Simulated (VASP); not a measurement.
Energy against volume of BN (zinc blende). Calculation: RPBE GGA, VASP's PBE PAW potentials (set 64) (plane waves; VASP).

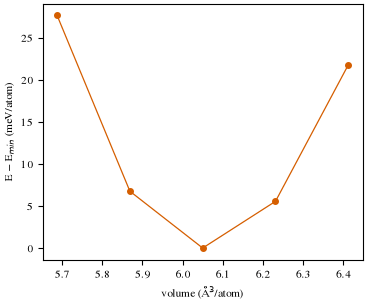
Fig. 1. Energy against volume

Problem. Estimate the equilibrium volume and the bulk modulus.

Solution. The minimum lies near 6.1 Å³/atom, and the curvature gives B0 of about 360 GPa.

Measured: bulk modulus 410 GPa at 0 K (computed value off by -12.3 %), as given by Daniel Mejia-Rodriguez et al., Physical Review B (2018), arXiv:1807.09216 [0 K value with the zero-point phonon effect removed]; a 3.593 Å at 0 K (computed value off by +1.4 %), as given by Tamar Goldzak et al., The Journal of Chemical Physics (2022), arXiv:2208.04865 [corrected for zero-point motion].

The compound is BN in the zinc blende structure. It was relaxed first.
